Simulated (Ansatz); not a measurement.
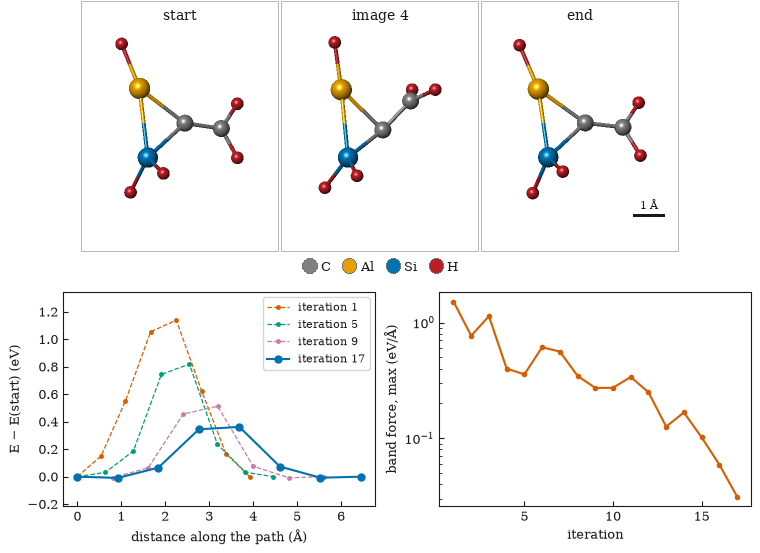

A search for the minimum-energy path of C₂H₅AlSi by the nudged elastic band. Images are numbered from 0 (start) to 7 (end). The plot follows the band through its iterations. A ball-and-stick model, seen at a tilt.

Computed with RKS PBE/def2-SVP (Ansatz). Run with 6 movable images; no climbing image; force threshold 0.05 eV/Å; iteration limit 60; starting path by image-dependent pair potential.

Q: Did the band converge, and can the barrier be trusted?

A: The run is converged, with reservations. The band converged in 17 iterations. The largest component of the band force went from 1.5 to 0.031 eV/Å. No image climbed, so the highest image needn't lie on the saddle point, and the true maximum along this path can be higher. The first iteration put the highest image at 1.14 eV. The two ends have the same energy, and the highest point, image 4, lies 0.36 eV above the start. Image 1 lies below both ends, at −0.01 eV, which points to an intermediate minimum that so few images don't resolve.

The run took 3.9 min on 1 thread of Arm Neoverse V2, with other jobs on the host, peak memory 0.12 GiB.
